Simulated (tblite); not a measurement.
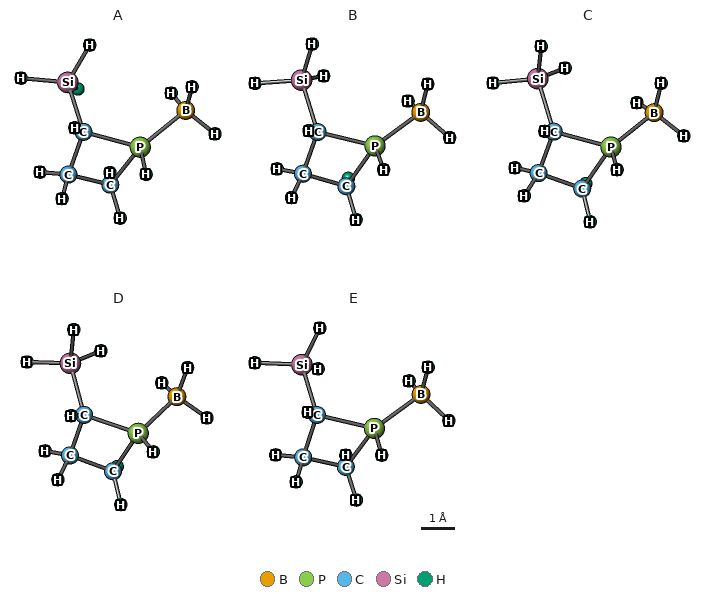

5 geometries from one relaxation of C$_{3}$H$_{12}$BPSi, in shuffled order. The picture is a ball-and-stick view, seen face on.

The calculation used tblite 0.8.0, GFN2-xTB geometry optimisation, gas phase. 

Q: Put them in the order of the run, from the start to the converged end.

A: D, C, B, E, A. They are steps 0, 21, 47, 57, 101, at +72.9 kJ/mol, +7.41 kJ/mol, +4.23 kJ/mol, +1.89 kJ/mol relative to the last. An H atom moves most after the best rigid fit: 1.11 Å. Largest moves by element: H 1.11 Å, B 0.36 Å, Si 0.21 Å, C 0.18 Å, P 0.17 Å. Near-neighbour distances that change, for instance: C–P 1.792 → 1.857 Å, C–Si 1.846 → 1.905 Å, C–C 1.504 → 1.543 Å, C–H 1.124 → 1.092 Å. Among the angles between lasting bonds that change: C–P–H 112.9° → 98.5°, C–P–H 113.0° → 99.2°, B–P–C 112.5° → 125.1°. Groups turn about C–Si by about 30°. The energy falls by 72.9 kJ/mol in 101 geometry steps.
